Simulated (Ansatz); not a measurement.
**Single-point calculation, with input and output: BSiNH$_{3}$F**

System: BSiNH$_{3}$F.
Method: RKS PBE0-D4/def2-TZVPP (Ansatz 0.2.0).

The geometry comes from this level: PBE0-D4/def2-TZVP.

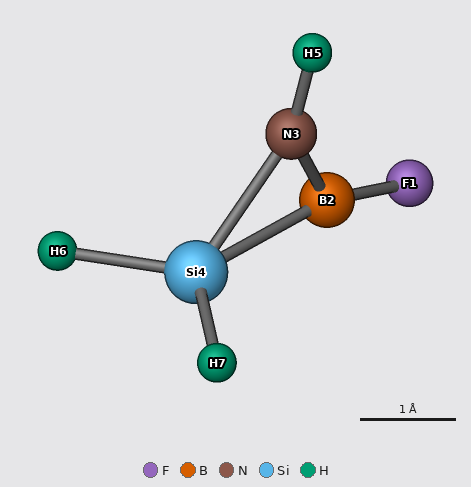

Fig. 1: The input geometry (ball-and-stick view, seen at a tilt; atoms are numbered from 1 in the order of the input).

Input
```yaml
crystal:
  periodic: [false, false, false]
  atoms:
    - {symbol: F, position_ang: [-0.871804, -2.140763, 0.801094]}
    - {symbol: B, position_ang: [-0.433067, -0.973421, 0.375122]}
    - {symbol: N, position_ang: [0.740208, -0.495002, -0.173607]}
    - {symbol: Si, position_ang: [-0.349502, 0.892477, -0.073105]}
    - {symbol: H, position_ang: [1.655503, -0.821386, -0.445430]}
    - {symbol: H, position_ang: [-0.757136, 1.487644, -1.372564]}
    - {symbol: H, position_ang: [0.077201, 1.982451, 0.842791]}
basis:
  gaussian: {orbitals: def2-TZVPP}
hamiltonian: {xc: pbe0, dispersion: d4}
output: {orbitals: {seedname: orbitals}}
```

Run on 2 threads of Arm Neoverse V1, 23 GiB of memory available, shared host.

Launched with:
```bash
ansatz run in.yaml --threads 2 --pin off --events-out ev --progress --plain --max-ram 4352MiB
```

Output
```
Functional definition: PBE0
  name "PBE0"
  cite "Adamo & Barone, J. Chem. Phys. 110, 6158 (1999) doi:10.1063/1.478522"
  cite "Perdew, Burke & Ernzerhof, Phys. Rev. Lett. 77, 3865 (1996) doi:10.1103/PhysRevLett.77.3865"
  parent pbe
  parameter a = 0.25
  parameter kappa = 0.804
  parameter beta = 0.06672455060314922
  exchange = (1 - a)*pbe_x(kappa = kappa, mu = beta*pi^2/3) + a*exact_x
  correlation = pbe_c(beta = beta)
948 factors; their error is unknown
mean field evaluation 1: about -12797.5564 eV, gradient 6.3e1 eV
mean field evaluation 2: about -12784.3424 eV, gradient 9.4e1 eV
mean field evaluation 4: about -12804.7411 eV, gradient 7.0e0 eV
mean field evaluation 8: about -12804.8451 eV, gradient 1.8e-1 eV
mean field -12804.84517909 eV, -470.5693808958 hartree, gradient 6.4e-5 eV, S^2 0.000000; 0 other end points of the search recorded, 0 dependent functions left out
reference -12804.84520897 eV, -470.5693819938 hartree; 19, 19 occupied and 158, 158 virtual orbitals, 948 factors
Total energy: -12804.94464743 eV, -470.5730362900 hartree
```

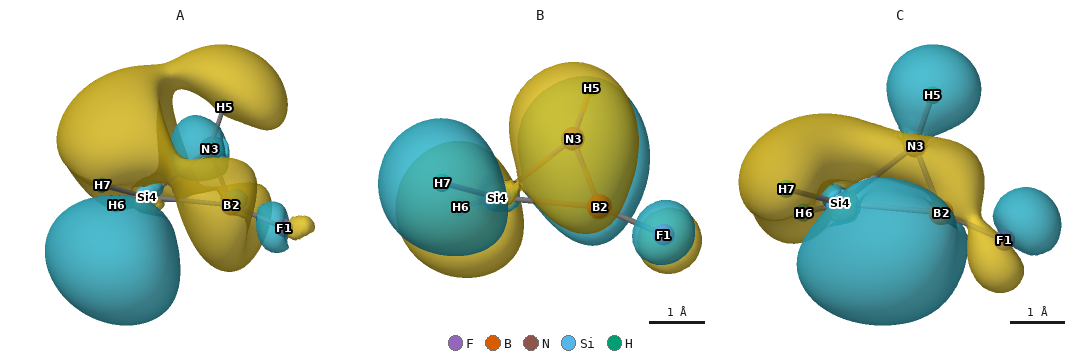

Fig. 2: Three frontier orbitals at ±0.06 Å⁻³ᐟ² (yellow and cyan are the two phases). B is the HOMO−1 (−8.55 eV). By Hirshfeld shares it lies mainly on N3 (40 %), Si4 (20 %), H7 (10 %), H6 (10 %) and B2 (10 %). C is the HOMO (−7.38 eV). By Hirshfeld shares it lies mainly on Si4 (40 %), B2 (30 %) and N3 (10 %). A is the LUMO (−0.49 eV). By Hirshfeld shares it lies mainly on Si4 (55 %), B2 (15 %) and N3 (10 %). The HOMO–LUMO gap is 6.89 eV between the orbital energies.

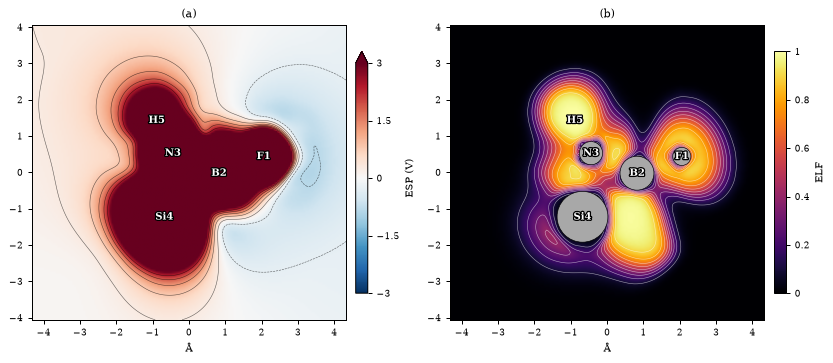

Fig. 3: (a) electrostatic potential; (b) ELF on the plane of atoms B2, N3 and H5. Grey discs, where drawn, cover atomic cores. The plane passes through F, B, N, Si and H nuclei. B–F (1.32 Å): the ELF peaks at about 0.85 between the atoms (a shared but strongly polarised pair). Si–B (1.92 Å): the ELF peaks at about 0.70 between the atoms.

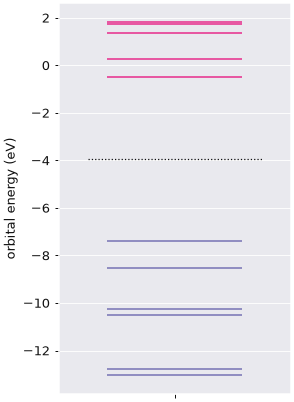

Fig. 4: Orbital energies near the frontier; the dotted line parts filled from empty levels, and levels within 0.02 eV of each other stand side by side. Highest filled −7.38 eV, lowest empty −0.49 eV, 6.89 eV apart.

Key numbers

| quantity | value |
| --- | --- |
| outcome | converged |
| total energy | −12804.9446 eV |
| mean-field energy | −12804.8452 eV |
| dispersion energy | −0.0994 eV |
| SCF solution under orbital rotations | stable |
| HOMO | −7.38 eV |
| LUMO | −0.49 eV |
| wall time | 2.3 s (CPU time 4.4 s) |
| peak memory | 0.34 GiB |
